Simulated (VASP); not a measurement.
Band structure of CsI (CsCl type). All values below come from RPBE GGA, VASP's PBE PAW potentials (set 64) (plane waves; VASP).

Unless said otherwise, spin-orbit coupling is left out, though it shifts the bands of the heavy elements here.

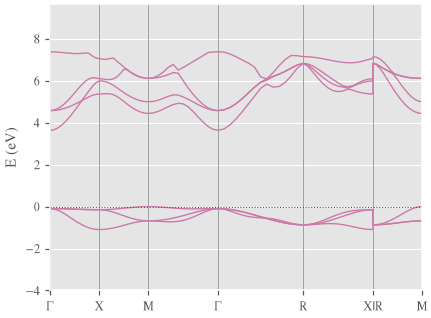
Fig. 1. Bands along high-symmetry lines, zero at the valence-band maximum or, without a gap, the Fermi level

Task: Read the plot: is there a gap, and where are the band edges?

Result: The gap is indirect, 3.63 eV, from the valence maximum at M to the conduction minimum at Γ. (Edges off the drawn lines would not show.)

Measured: gap 6.20 eV (computed value off by -2.57 eV), as given by Aguado et al., (1998), arXiv:cond-mat/9809176.

The compound is CsI in the CsCl type structure. It was relaxed first, which changed the volume by +21 %.
